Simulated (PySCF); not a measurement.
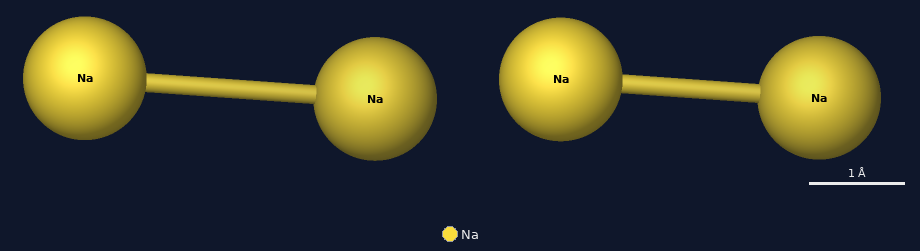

Two geometries of Na2, drawn at one scale. One is the start of a relaxation, the other its converged end. The picture is a ball-and-stick view, seen at a tilt.

Level of theory: PBE0-D3(BJ)/def2-TZVP geometry optimisation, gas phase in PySCF. 

Which of the two is the end point?

Answer. The left one is the relaxed one. The start comes from GFN2-xTB. Its atoms were then displaced at random by about 0.01 Å. The largest moves after the best rigid fit, 0.17 Å, are those of Na atoms. Some distances before and after: Na–Na 2.759 → 3.099 Å. Over 4 geometry steps the energy falls by 7.51 kJ/mol.
